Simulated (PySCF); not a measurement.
Input

```
{"job": {"kind": "nmr", "xc": "PBE0", "basis": "pcSseg-1"}, "charge": 0, "multiplicity": 1}
O      2.448386    -1.238962     0.066073
C      2.010651    -0.127565    -0.044007
C      0.559490     0.192679    -0.039071
C     -0.421720    -0.789336     0.097425
C     -1.725642    -0.309961     0.080118
N     -1.975674     0.984658    -0.057258
N     -1.009627     1.832505    -0.178082
N      0.225623     1.477713    -0.172822
H      2.647371     0.765209    -0.160116
H     -0.164143    -1.830901     0.206974
H     -2.589290    -0.953369     0.174800
```

Run with:

```sh
OMP_NUM_THREADS=1 python probes_run.py task.json out
```

Geometry: GFN2-xTB.

The calculation used PBE0/pcSseg-1, SCF density, gas phase, non-relativistic in PySCF.

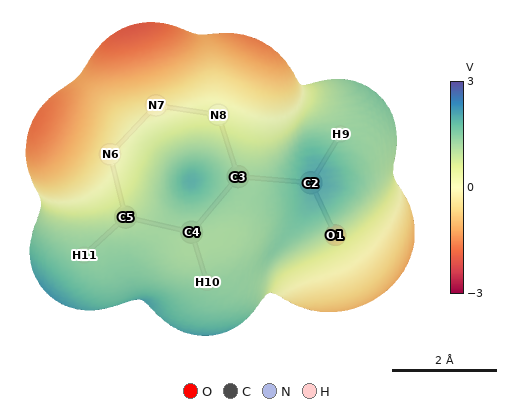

C4H3N3O. The electrostatic potential painted on the density surface at 0.004 e/bohr³, seen at a tilt; red is negative and blue positive.

Where is the surface potential most negative and most positive?

The most negative region (about −2.0 V, or −46 kcal/mol for a unit charge) lies over N7, the most positive (about +2.2 V, or +51 kcal/mol for a unit charge) over C5, H10 and H11. N7 is the likeliest acceptor of a hydrogen bond.

How polar is the molecule by this calculation?

Its dipole moment is 2.80 D.
